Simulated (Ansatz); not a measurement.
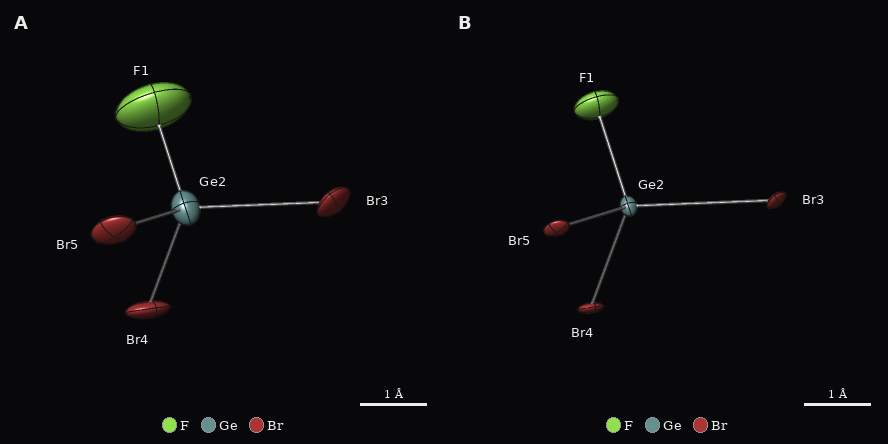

Displacement ellipsoids at the 50 % level, scaled by 2, from the internal vibrations of the free molecule (harmonic, no overall translation or rotation; no half-axis is drawn under 0.075 Å). Vibrations computed with RKS PBE0-D4/def2-TZVP (Ansatz 0.2.0). One panel is for 298 K, the other for 900 K.

> Which panel is for 900 K?

A.

> How much does the mean-square displacement of Br3 grow, and why?

U_eq goes from 0.0028 to 0.0084 Å², a factor of 2.9. Modes below kT (626 cm⁻¹ at 900 K) grow about in proportion to T, and the lowest lies at 87 cm⁻¹; the mean-square amplitude of a mode is its zero-point value times coth(ħω/2kT), which comes close to 1 only above about 3kT.
